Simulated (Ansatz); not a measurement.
# Nickel, beta-Sn type under PBEsol: from relaxation to bulk modulus

The plan for nickel in the beta-Sn type structure: relax it, solve it on a dense k-mesh, then scale the cell to 7 volumes from 88 to 112 % of the relaxed one and try a fit of the equation of state. The start is antiferromagnetic (alternate layers). The k-meshes are 15×15×10 for the relaxation; 24×24×13 for the dense run; 17×17×9 for the volumes.

Computed with Ansatz 0.2.0 (DFT PBEsol, plane waves (420 eV) with PAW, scalar-relativistic; PAW files made under PBE, frozen cores solved again for the functional, unless a step says otherwise).

## 1. The structure to begin with

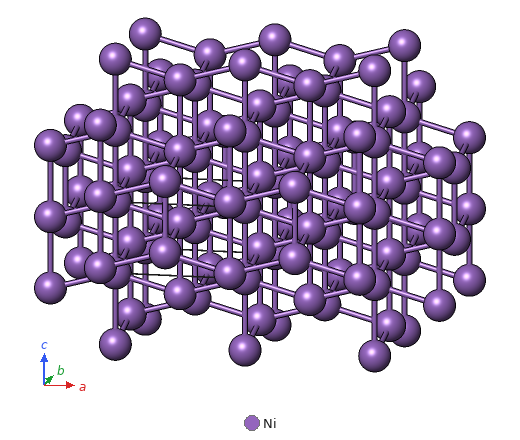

Start, viewed slightly off an axis; nickel purple. 2×1×2 conventional cells are drawn; the run uses a primitive one. Any atoms on the faces are drawn again on the opposite ones, and bonded neighbours outside are added.

As a file:

```cif
data_structure
_symmetry_space_group_name_H-M 'P 1'
_symmetry_Int_Tables_number 1
_cell_length_a 3.3216
_cell_length_b 3.3216
_cell_length_c 3.3216
_cell_angle_alpha 97.454
_cell_angle_beta 97.454
_cell_angle_gamma 137.779
_cell_volume 22.97
loop_
_atom_site_label
_atom_site_type_symbol
_atom_site_fract_x
_atom_site_fract_y
_atom_site_fract_z
_atom_site_occupancy
Ni1 Ni 0.00000 0.00000 0.00000 1
Ni2 Ni 0.75000 0.25000 0.50000 1
```

The atoms start with moments of +0.8, -0.8 μB.

## 2. Relaxation of the cell

Input file input.yaml:

```yaml
crystal:
  lattice:
    - [-2.1910720922, 2.1910720922, 1.1963253623]
    - [2.1910720922, -2.1910720922, 1.1963253623]
    - [2.1910720922, 2.1910720922, -1.1963253623]
  atoms:
    - { symbol: Ni, position: [0.0, 0.0, 0.0], spin: 0.8 }
    - { symbol: Ni, position: [0.75, 0.25, 0.5], spin: -0.8 }
hamiltonian:
  xc: pbesol
  pseudopotentials:
    kind: paw
    azcp:
      Ni: "pseudopotentials/Ni.paw.azcp"
basis:
  ecutwfc: 420
  fft_grid_basis: typed
kpoints:
  mp_grid: { grid: [15, 15, 10], shift: [0, 0, 0] }
magnetization:
  spin_polarized: true
scf:
  occupations: { method: fermi_dirac, width: 0.05 }
relax:
  max_steps: 60
  f_tol: 0.01
  cell: {}
output:
  write_density: true
  write_potential: true
  elf: true
  volumetric_format: npy
```

The run is started by

```sh
ansatz run input.yaml --threads 2 --pin off --max-ram 5120MiB --backend cpu --events-out ev --progress --plain --runs-dir out
```

Output:

```text
Warning: <dir> the record states the generating functional pbe (its physics header spells it `PBE`), which answers neither for hamiltonian.xc's functional nor for the pbesol family's — results may be inconsistent (PPs are generated against a specific XC)
Warning: crystal.symmetry: narrowed to the stabiliser of the k-point mesh — unitary ops 8 → 2; excluded 6 operations that carry a point of the 15×15×10 mesh (shift [0, 0, 0]) off the mesh (the run samples exactly the mesh kpoints.mp_grid names, as under crystal.symmetry.detect: false, and its converged state has the mesh's symmetry, not the crystal's; ε∞, the Born charges and the force constants of a linear response (`dielectric:` by the response, `phonons.method: dfpt`) are averaged over those of the crystal's operations that the state keeps within a tolerance, where `mesh_tensors`, `unaveraged_element` or `gamma_mean_max_change_ev_ang2` stands beside them; a row that `dielectric.field_direction` solves alone is averaged likewise, with nothing beside; a Γ-centred mesh of equal divisions is mapped onto itself by every operation and keeps the whole group, as does a half-shifted one under kpoints.further_shifts: images)
Warning: RAYON_NUM_THREADS=2 ignored (pool sized by the plan → 2); use --threads N
Engine: ansatz 0.2.0, aarch64-unknown-linux-gnu
Pseudopotentials: kind: paw
Pseudopotential: Ni, paw, valence charge 18, recommended cutoff 420 eV (normal), <dir>
Functional definition: PBEsol
  exchange = pbesol_x
  correlation = pbesol_c
Crystal: 2 atoms, lattice volume = 22.973 Å³
Basis set: ecut = 420 eV, 451 PW (Γ), exchange–correlation on 48×48×48 points (8 copies of the dense FFT grid, shifted against one another)
Bands: 23, of which v1, the nominal top of the filled ones, is band 18 counted from 1 (17 counted from 0)
Symmetry: 2 space group operations
k-points: 608 of 2250 (time reversal used)
Non-local potential: Ni, projectors of the file, l = 0: 3, l = 1: 2, l = 2: 3, l = 3: 1
PAW form: soft (Blöchl's): semilocal exchange-correlation on the pseudo side does not see the compensation charge
PAW frozen core: Ni, regenerated for the run's functional, and the local potential with it (the file was generated under x = pbe(κ = 0.804, μ = 0.2195149727645171), c = pbe(β = 0.06672455060314922))
PAW one-centre angular grid: Ni, 590 points (default); XC on 64 Gauss nodes
Initial density: superposition of atomic densities (chi_scale 0.1, normalization cell)
Starting moments: Σ|m| = 1.6 μB on 2 of 2 sites
Initial wavefunctions: pseudopotential atomic-orbital guess
Functional: x = pbesol(κ = 0.804, μ = 0.12345679012345678), c = pbesol(β = 0.046)
iter 1 solved again at ethr=2.48e-3 eV; its pass at ethr=3.10e-3 eV (dr2=8.92e-1 eV) is discarded
SCF iter   1: F=—  HF=-11606.765949 eV  |F-HF|=—  |Δ(HF+E_count)|=         —  Δρ=4.81e-2 (↑4.81e-2 ↓4.81e-2)  dr2=8.93e-1  dr2_m=1.07e-1  M=0.000 μB ∫|m|=1.208 μB  β_m=0.30  ethr=2.48e-3  ⟨swp⟩=1.0  Hψ=142585  notcnv=0
Mixer restart at iter 1: flushing history
preconditioner: auto → none  [metal: Δε(μ)=0.001 eV  Ē_g=8.673 eV  σ=0.050 eV  W_gap=0.00  n_scr=8 (ndim 8)  ℏωp=34.6 eV  f_vac=0.000  D(μ)=6.31/eV (n_scr^D=142)  sad-step TF]
SCF iter   2: F=—  HF=-11606.784912 eV  |F-HF|=—  |Δ(HF+E_count)|=   1.90e-2  Δρ=2.74e-2 (↑2.74e-2 ↓2.74e-2)  dr2=4.05e-2  dr2_m=1.17e-1  M=0.000 μB ∫|m|=1.088 μB  β_m=0.32  ethr=2.48e-3  ⟨swp⟩=2.1  Hψ=43970  notcnv=0
SCF iter   3: F=—  HF=-11607.761356 eV  |F-HF|=—  |Δ(HF+E_count)|=         —  Δρ=7.81e-2 (↑7.81e-2 ↓7.81e-2)  dr2=5.09e-2  dr2_m=1.25e0  M=-0.000 μB ∫|m|=0.279 μB  β_m=0.32  ethr=1.13e-4  ⟨swp⟩=2.1  Hψ=53938  notcnv=0  defer=26
Mixer restart at iter 3: flushing history
SCF iter   4: F=—  HF=-11608.231241 eV  |F-HF|=—  |Δ(HF+E_count)|=   4.70e-1  Δρ=5.92e-2 (↑5.92e-2 ↓5.92e-2)  dr2=2.94e-2  dr2_m=7.22e-1  M=0.000 μB ∫|m|=0.205 μB  β_m=0.66  ethr=1.13e-4  ⟨swp⟩=2.2  Hψ=46104  notcnv=0  defer=58
[... 39 lines left out ...]
relax step   2: F+E_penalty+E_count = -11608.94151137 eV  Δ(F+E_penalty+E_count) = -4.857e-4 eV  max|allowed force component| = 5.341e-4 eV/Å  Δτ_max = 0.0000 Å  P = -0.522 GPa  Ω = 22.906 Å³  energy of the carried Pulay correction = +2.435e-5 eV  (9 SCF iters, dr2 threshold 2.00e-7 eV, accepted)
relax step   5: F+E_penalty+E_count = -11608.94188904 eV  Δ(F+E_penalty+E_count) = -1.589e-4 eV  max|allowed force component| = 6.378e-3 eV/Å  Δτ_max = 0.0015 Å  P = +0.068 GPa  Ω = 22.831 Å³  energy of the carried Pulay correction = +5.149e-5 eV  (9 SCF iters, dr2 threshold 1.19e-8 eV, accepted)
relax step  10: F+E_penalty+E_count = -11609.21430413 eV  Δ(F+E_penalty+E_count) = -1.146e-1 eV  max|allowed force component| = 1.686e-1 eV/Å  Δτ_max = 0.0203 Å  P = -0.020 GPa  Ω = 21.855 Å³  energy of the carried Pulay correction = +4.249e-4 eV  (12 SCF iters, dr2 threshold 2.00e-7 eV, accepted)
relax step  15: F+E_penalty+E_count = -11609.56439407 eV  Δ(F+E_penalty+E_count) = -9.801e-4 eV  max|allowed force component| = 2.935e-2 eV/Å  Δτ_max = 0.0056 Å  P = +1.499 GPa  Ω = 20.216 Å³  energy of the carried Pulay correction = +1.099e-3 eV  (10 SCF iters, dr2 threshold 2.00e-7 eV, accepted)
relax step  20: F+E_penalty+E_count = -11609.69831429 eV  Δ(F+E_penalty+E_count) = -1.314e-1 eV  max|allowed force component| = 1.227e-3 eV/Å  Δτ_max = 0.0000 Å  P = +8.433 GPa  Ω = 20.428 Å³  stress off target by 2.26e1 GPa  SCF on the basis re-selected at this cell (its energy is not comparable with the rows above)  (14 SCF iters)
relax step  25: F+E_penalty+E_count = -11609.88653050 eV  Δ(F+E_penalty+E_count) = -1.231e-3 eV  max|allowed force component| = 4.722e-5 eV/Å  Δτ_max = 0.0047 Å  P = +0.002 GPa  Ω = 20.688 Å³  energy of the carried Pulay correction = -1.613e-4 eV  (6 SCF iters, dr2 threshold 2.00e-7 eV, accepted)
relax step  30: F+E_penalty+E_count = -11609.91273588 eV  Δ(F+E_penalty+E_count) = -5.648e-6 eV  max|allowed force component| = 3.077e-5 eV/Å  Δτ_max = 0.0004 Å  P = -0.002 GPa  Ω = 20.834 Å³  energy of the carried Pulay correction = -5.927e-5 eV  (7 SCF iters, dr2 threshold 4.99e-8 eV, accepted)
relax step  31: F+E_penalty+E_count = -11609.91279188 eV  Δ(F+E_penalty+E_count) = -5.601e-5 eV  max|allowed force component| = 1.432e-5 eV/Å  Δτ_max = 0.0000 Å  P = -0.005 GPa  Ω = 20.834 Å³  stress off target by 1.41e-2 GPa  SCF on the basis re-selected at this cell (its energy is not comparable with the rows above)  (9 SCF iters)
[... 1 line left out ...]
SCF converged after 9 iterations
Magnetization: 1.2851 μB (18.6425 up, 17.3575 down)
Absolute magnetization: 1.4417 μB (∫|ρ↑−ρ↓|, with the PAW one-centre terms)
Spin contamination: 0.0115 ħ² per cell (⟨S²⟩ above its minimum at these occupations)
Per-site moments (μB) at R_I (Å): [(0.6765186650232453, 1.0095373262519216), (0.6765188965706567, 1.0095373262519216)]
Free energy (F): -11609.912792 eV
Harris-Foulkes:  -11609.912792 eV  (|F-HF|=7.28e-12)
Internal energy: -11609.880241 eV  (E = F + TS)
E sigma→0 (E₀):  -11609.896517 eV
Entropy (-TS):   -0.032551 eV (-16.275 meV/atom)
Fermi energy:    19.041845 eV
--- Per-component energies (eV) ---
  E_band       = -538.755965
  E_kinetic    = 566.344593
  E_local      = -6728.068291  (includes V_loc(G=0)·N_el)
  E_nonlocal   = 1271.956281
  E_hartree    = 2807.415662
  E_xc         = -169.713508
  E_vxc        = -219.664600  (∫ρ·V_xc dr)
  E_paw        = -3188.457201  (= ΣΔE_a)
  E_vpaw       = -1044.156408  (= ΣTr[D̂ρ^β])
  E_aug_tail   = 0.000996  (compensation charges beyond the density's cutoff)
  E_ewald      = -6169.753351
  E_core_change = 0.394578  (= ΣΔE_core)
  E_smearing   = -0.032551  (= −TS)
  E_closure    = 0.000000  (closes the sum)
  Σ components = -11609.912792   (vs F -11609.912792, Δ=0.00e0)
--- Forces (eV/Å), atoms counted from 1 ---
  atom   1  Ni    -0.00001432     0.00001432     0.00000000
  atom   2  Ni     0.00001433    -0.00001433    -0.00000000
  max |Σ_I F_I| component: 1.14e-9 eV/Å
--- Stress (GPa, compression-positive) ---
       -0.003022       0.006484       0.006987
        0.006484      -0.003022       0.006987
        0.006987       0.006987      -0.008481
  P = ⅓ Tr σ = -0.0048 GPa (-0.048 kbar)
--- Band table (eV; the first three rows and the last of 1216) ---
[... band rows left out ...]
--- Relaxed structure (28 steps of the walk, 28 accepted, 3 SCFs on fresh bases) ---
  F+E_penalty+E_count = -11609.91279188 eV   max|allowed force component| = 1.432e-5 eV/Å   (the final SCF, on the basis selected at the relaxed cell)
  cell:  # Å, volume = 20.8345 Å³
    - [-1.3535556453152193, 1.643910016208176, 1.2063348815219463]
    - [1.643910016208176, -1.3535556453152193, 1.2063348815219463]
    - [2.7997364476630393, 2.7997364476630393, -0.6745503194286202]
  atoms:
    - { symbol: Ni, position: [0.04166286653290274, -0.04166286653290274, 0.0] }
    - { symbol: Ni, position: [0.7083371334670973, 0.2916628665329027, 0.5] }
```

Wall time 22 min (2 threads of Arm Neoverse V2, shared host); peak memory 0.89 GiB.

The steps of the relaxation:

| step | energy change (meV/atom) | largest force (eV/Å) | pressure (GPa) | volume (Å³/atom) |
| --- | --- | --- | --- | --- |
| 1 | 0.00 | 0.0011 | -1.04 | 11.487 |
| 3 | -0.35 | 0.0008 | 0.02 | 11.418 |
| 5 | -0.43 | 0.0064 | 0.07 | 11.415 |
| 7 | -7.57 | 0.0513 | 0.22 | 11.388 |
| 9 | -79.32 | 0.1788 | 0.42 | 11.152 |
| 11 | -202.30 | 0.1360 | -0.72 | 10.681 |
| 13 | -301.14 | 0.0780 | 2.75 | 10.067 |
| 15 | -311.68 | 0.0293 | 1.50 | 10.108 |
| 17 | -312.93 | 0.0036 | -0.06 | 10.214 |
| 19 | -312.94 | 0.0001 | 0.00 | 10.214 |
| 21 | -414.50 | 0.0046 | 5.28 | 10.297 |
| 23 | -460.90 | 0.0523 | -0.04 | 10.421 |
| 25 | -472.75 | 0.0000 | 0.00 | 10.344 |
| 27 | -482.44 | 0.0030 | 1.72 | 10.345 |
| 29 | -485.85 | 0.0006 | 0.04 | 10.415 |
| 31 | -485.88 | 0.0000 | 0.00 | 10.417 |

Steps that repeat a cell are solved on a basis chosen anew, so their changes of energy are no gain of the relaxation.

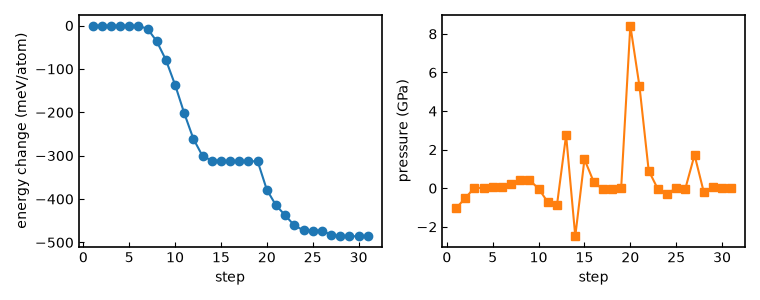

Energy and pressure over the accepted steps.

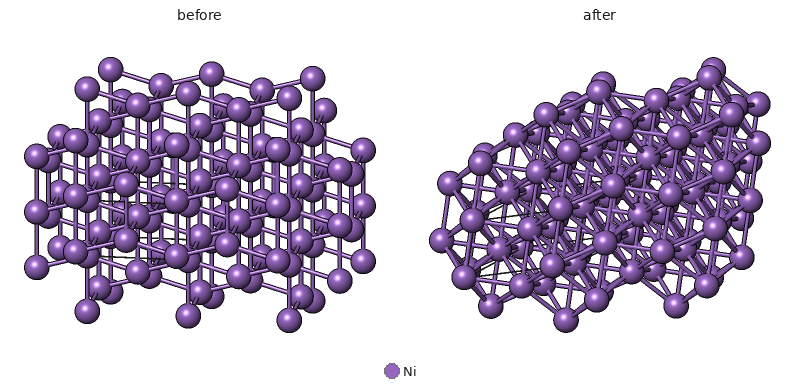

The structure before (left) and after (right), drawn at the same scale. The cells drawn are those of the first picture.

Changes in the cell that was computed:

|  | before | after | change |
| --- | --- | --- | --- |
| a (Å) | 3.322 | 2.447 | -26.3 % |
| b (Å) | 3.322 | 2.447 | -26.3 % |
| c (Å) | 3.322 | 4.016 | +20.9 % |
| α (°) | 97.45 | 90.00 | -7.6 % |
| β (°) | 97.45 | 90.00 | -7.6 % |
| γ (°) | 137.78 | 120.00 | -12.9 % |
| volume (Å³/atom) | 11.487 | 10.417 | -9.3 % |
| shortest distance (Å) | 2.271 | 2.447 | +7.8 % |
| space group (spins left aside) | I4_1/amd | P6_3/mmc | changed |

## 3. The energy on a finer k-mesh

Input file input.yaml:

```yaml
crystal:
  lattice:
    - [-1.3535556453, 1.6439100162, 1.2063348815]
    - [1.6439100162, -1.3535556453, 1.2063348815]
    - [2.7997364477, 2.7997364477, -0.6745503194]
  atoms:
    - { symbol: Ni, position: [0.0416628665, 0.9583371335, 0.0], spin: 0.677 }
    - { symbol: Ni, position: [0.7083371335, 0.2916628665, 0.5], spin: 0.677 }
hamiltonian:
  xc: pbesol
  pseudopotentials:
    kind: paw
    azcp:
      Ni: "pseudopotentials/Ni.paw.azcp"
basis:
  ecutwfc: 420
  fft_grid_basis: typed
kpoints:
  mp_grid: { grid: [24, 24, 13], shift: [0, 0, 0] }
magnetization:
  spin_polarized: true
scf:
  occupations: { method: fermi_dirac, width: 0.05 }
```

The run is started by

```sh
ansatz run input.yaml --threads 2 --pin off --max-ram 5120MiB --backend cpu --events-out ev --progress --plain --runs-dir out
```

Output (excerpt; [...] marks lines left out):

```text
Warning: <dir> the record states the generating functional pbe (its physics header spells it `PBE`), which answers neither for hamiltonian.xc's functional nor for the pbesol family's — results may be inconsistent (PPs are generated against a specific XC)
Warning: RAYON_NUM_THREADS=2 ignored (pool sized by the plan → 2); use --threads N
[...]
[... 3 set-up lines as earlier in the session ...]
[...]
Crystal: 2 atoms, lattice volume = 20.834 Å³
Basis set: ecut = 420 eV, 391 PW (Γ)
Bands: 23, of which v1, the nominal top of the filled ones, is band 18 counted from 1 (17 counted from 0)
Symmetry: 4 space group operations
Space group: C2/c (ITA 15), of the structure as read, at distance tolerance 2.8e-5 Å
Magnetic group: BNS 15.85 (UNI 92), of the structure as read, at distance tolerance 2.8e-5 Å
k-points: 1957 of 7488
[...]
Starting moments: Σ|m| = 1.354 μB on 2 of 2 sites
[...]
SCF iter   1: F=—  HF=-11608.605481 eV  |F-HF|=—  |Δ(HF+E_count)|=         —  Δρ=1.11e-1 (↑1.60e-2 ↓1.11e-1)  dr2=1.85e0  dr2_m=4.93e-1  M=1.735 μB ∫|m|=1.814 μB  β_m=0.30  ethr=3.10e-3  ⟨swp⟩=5.2  Hψ=332720  notcnv=0
[...]
SCF iter  11: F=-11609.909738 eV  HF=-11609.909738 eV  |F-HF|=7.28e-11  |Δ(HF+E_count)|=  7.28e-10  Δρ=6.67e-7 (↑6.67e-7 ↓5.52e-7)  dr2=1.33e-10  dr2_m=1.49e-11  M=1.275 μB ∫|m|=1.429 μB  ethr=4.06e-11  ⟨swp⟩=1.4  Hψ=257925  notcnv=0
[...]
SCF converged after 11 iterations
Magnetization: 1.2753 μB (18.6377 up, 17.3623 down)
Absolute magnetization: 1.4306 μB (∫|ρ↑−ρ↓|, with the PAW one-centre terms)
Spin contamination: 0.0114 ħ² per cell (⟨S²⟩ above its minimum at these occupations)
Per-site moments (μB) at R_I (Å): [(0.6713437410013317, 1.0095373262347618), (0.6713437410013317, 1.0095373262347618)]
Free energy (F): -11609.909738 eV
[...]
E sigma→0 (E₀):  -11609.893002 eV
Entropy (-TS):   -0.033472 eV (-16.736 meV/atom)
Fermi energy:    19.039690 eV
[...]
```

Run time: 61 s. Hardware: 2 threads of Arm Neoverse V2, shared host; peak memory 1.5 GiB.

## 4. Volume × 0.88

Input file input.yaml:

```yaml
crystal:
  lattice:
    - [-1.2970906793, 1.575332619, 1.1560113811]
    - [1.575332619, -1.2970906793, 1.1560113811]
    - [2.682942562, 2.682942562, -0.646410759]
  atoms:
    - { symbol: Ni, position: [0.0416628665, 0.9583371335, 0.0], spin: 0.671 }
    - { symbol: Ni, position: [0.7083371335, 0.2916628665, 0.5], spin: 0.671 }
hamiltonian:
  xc: pbesol
  pseudopotentials:
    kind: paw
    azcp:
      Ni: "pseudopotentials/Ni.paw.azcp"
basis:
  ecutwfc: 420
  fft_grid_basis: typed
kpoints:
  mp_grid: { grid: [17, 17, 9], shift: [0, 0, 0] }
magnetization:
  spin_polarized: true
scf:
  occupations: { method: fermi_dirac, width: 0.05 }
  lower_state_search: "off"
output:
  stress: true
```

The run is started by

```sh
ansatz run input.yaml --threads 2 --pin off --max-ram 5120MiB --backend cpu --events-out ev --progress --plain --runs-dir out
```

Output (excerpt; [...] marks lines left out):

```text
Warning: <dir> the record states the generating functional pbe (its physics header spells it `PBE`), which answers neither for hamiltonian.xc's functional nor for the pbesol family's — results may be inconsistent (PPs are generated against a specific XC)
Warning: RAYON_NUM_THREADS=2 ignored (pool sized by the plan → 2); use --threads N
[...]
[... 3 set-up lines as earlier in the session ...]
[...]
Crystal: 2 atoms, lattice volume = 18.334 Å³
Basis set: ecut = 420 eV, 373 PW (Γ)
Bands: 23, of which v1, the nominal top of the filled ones, is band 18 counted from 1 (17 counted from 0)
[... 1 set-up line as earlier in the session ...]
Space group: C2/c (ITA 15), of the structure as read, at distance tolerance 2.6e-5 Å
Magnetic group: BNS 15.85 (UNI 92), of the structure as read, at distance tolerance 2.6e-5 Å
k-points: 693 of 2601
[...]
Starting moments: Σ|m| = 1.342 μB on 2 of 2 sites
[...]
spin-set hold released at iteration 10 (site moments contracting): the magnetisation degrees of freedom join the quasi-Newton model from the next iteration; the mixer history was flushed
[...]
SCF iter  15: F=-11609.636253 eV  HF=-11609.636253 eV  |F-HF|=1.64e-9  |Δ(HF+E_count)|=   1.63e-8  Δρ=4.51e-6 (↑2.64e-6 ↓4.51e-6)  dr2=5.08e-10  dr2_m=1.75e-9  M=1.188 μB ∫|m|=1.314 μB  ethr=1.47e-11  ⟨swp⟩=2.0  Hψ=102850  notcnv=0
[...]
SCF converged after 15 iterations
Magnetization: 1.1885 μB (18.5942 up, 17.4058 down)
Absolute magnetization: 1.3156 μB (∫|ρ↑−ρ↓|, with the PAW one-centre terms)
Spin contamination: 0.0079 ħ² per cell (⟨S²⟩ above its minimum at these occupations)
Per-site moments (μB) at R_I (Å): [(0.6223973516364593, 0.9674234382792612), (0.622397351636459, 0.9674234382792612)]
Free energy (F): -11609.636253 eV
[...]
E sigma→0 (E₀):  -11609.621350 eV
Entropy (-TS):   -0.029806 eV (-14.903 meV/atom)
Fermi energy:    22.289598 eV
[...]
--- Stress (GPa, compression-positive) ---
       39.652380      -0.073941       0.030733
       -0.073941      39.652380       0.030733
        0.030733       0.030733      39.722840
  P = ⅓ Tr σ = 39.6759 GPa (396.759 kbar)
```

Run time: 30 s. Hardware: 2 threads of Arm Neoverse V2, shared host; peak memory 0.63 GiB.

## 5. Volume × 0.92

input.yaml, as its differences from that of step 4:

```diff
@@ -2,5 +2,5 @@
   lattice:
-    - [-1.2970906793, 1.575332619, 1.1560113811]
-    - [1.575332619, -1.2970906793, 1.1560113811]
-    - [2.682942562, 2.682942562, -0.646410759]
+    - [-1.3164530963, 1.5988485131, 1.1732678264]
+    - [1.5988485131, -1.3164530963, 1.1732678264]
+    - [2.7229923854, 2.7229923854, -0.6560601034]
   atoms:
```

The run is started by

```sh
ansatz run input.yaml --threads 2 --pin off --max-ram 5120MiB --backend cpu --events-out ev --progress --plain --runs-dir out
```

Output (excerpt; [...] marks lines left out):

```text
Warning: <dir> the record states the generating functional pbe (its physics header spells it `PBE`), which answers neither for hamiltonian.xc's functional nor for the pbesol family's — results may be inconsistent (PPs are generated against a specific XC)
Warning: RAYON_NUM_THREADS=2 ignored (pool sized by the plan → 2); use --threads N
[...]
[... 3 set-up lines as earlier in the session ...]
[...]
Crystal: 2 atoms, lattice volume = 19.168 Å³
Basis set: ecut = 420 eV, 373 PW (Γ)
Bands: 23, of which v1, the nominal top of the filled ones, is band 18 counted from 1 (17 counted from 0)
[... 1 set-up line as earlier in the session ...]
Space group: C2/c (ITA 15), of the structure as read, at distance tolerance 2.7e-5 Å
Magnetic group: BNS 15.85 (UNI 92), of the structure as read, at distance tolerance 2.7e-5 Å
k-points: 693 of 2601
[...]
Starting moments: Σ|m| = 1.342 μB on 2 of 2 sites
[...]
spin-set hold released at iteration 10 (site moments contracting): the magnetisation degrees of freedom join the quasi-Newton model from the next iteration; the mixer history was flushed
[...]
SCF iter  15: F=-11609.798352 eV  HF=-11609.798352 eV  |F-HF|=2.10e-9  |Δ(HF+E_count)|=   2.50e-8  Δρ=5.33e-6 (↑3.63e-6 ↓5.33e-6)  dr2=1.17e-9  dr2_m=2.69e-9  M=1.231 μB ∫|m|=1.367 μB  ethr=2.30e-11  ⟨swp⟩=2.0  Hψ=104096  notcnv=0
[...]
SCF converged after 15 iterations
Magnetization: 1.2312 μB (18.6156 up, 17.3844 down)
Absolute magnetization: 1.3682 μB (∫|ρ↑−ρ↓|, with the PAW one-centre terms)
Spin contamination: 0.0090 ħ² per cell (⟨S²⟩ above its minimum at these occupations)
Per-site moments (μB) at R_I (Å): [(0.6458082019707525, 0.9818647231283449), (0.6458082019707528, 0.9818647231283449)]
Free energy (F): -11609.798352 eV
[...]
E sigma→0 (E₀):  -11609.782835 eV
Entropy (-TS):   -0.031033 eV (-15.517 meV/atom)
Fermi energy:    21.112488 eV
[...]
--- Stress (GPa, compression-positive) ---
       23.267800      -0.091348       0.033193
       -0.091348      23.267800       0.033193
        0.033193       0.033193      23.354633
  P = ⅓ Tr σ = 23.2967 GPa (232.967 kbar)
```

Wall time 30 s (2 threads of Arm Neoverse V2, shared host); peak memory 0.65 GiB.

[end of part 1 of 2]
